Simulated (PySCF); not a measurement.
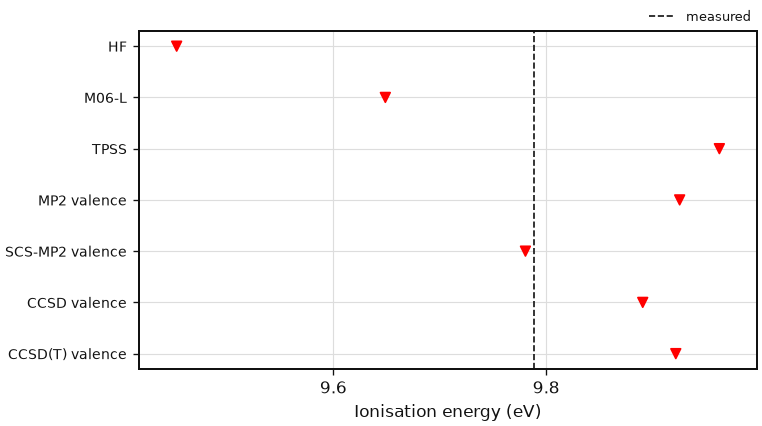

The ionisation energy of an atom or ion with 33 electrons in the configuration [Ar] 3d¹⁰ 4s² 4p³ by several methods. PySCF, pcseg-2, non-relativistic, unrestricted single determinants, no spin-orbit coupling. Methods marked “valence” freeze 28 core electrons.

Name the element and charge.

Neutral arsenic. The values run from 9.453 eV (HF) to 9.963 eV (TPSS). The measured value is 9.789 eV; nearest to it come SCS-MP2 valence (−0.008) and CCSD valence (+0.102), furthest HF (−0.336 eV).

Caveat: spin-orbit shift not estimated; relativistic shift absent.
